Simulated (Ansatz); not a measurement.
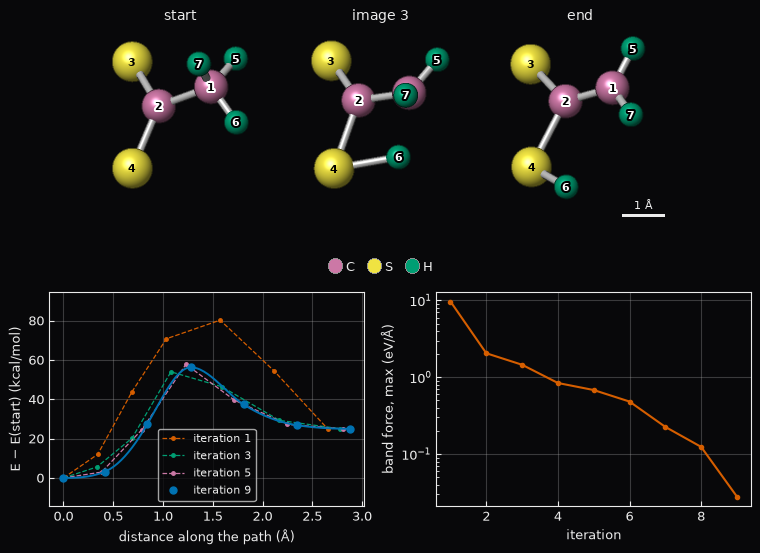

A search for the minimum-energy path of C2H3S2 (charge −1) by the nudged elastic band. Images are numbered from 0 (start) to 6 (end). The plot follows the band through its iterations. Style: ball-and-stick. Shown at a tilt.

The calculation used RKS PBE0-D4/6-31G* (Ansatz 0.2.0). Set-up: 5 movable images; climbing image; force threshold 0.05 eV/Å; iteration limit 60; spring constant 0.1 eV/Å²; starting path through a guess of the saddle point.

> Did the band converge, and can the barrier be trusted?

The run is converged, with reservations. The band converged in 9 iterations. The largest component of the band force went from 9.7 to 0.028 eV/Å. The climbing image converged on the top of the path. Its curvatures weren't checked. The spring constant is far from the usual few eV/Å², which spoils the spacing or the steps. The first iteration put the highest image at 80.2 kcal/mol. The energy climbs by 56.2 kcal/mol to image 3 and then falls by 31.3 kcal/mol, so the end point sits at +25.0 kcal/mol.

Limits of the set-up: the basis has no diffuse functions, which an anion needs.
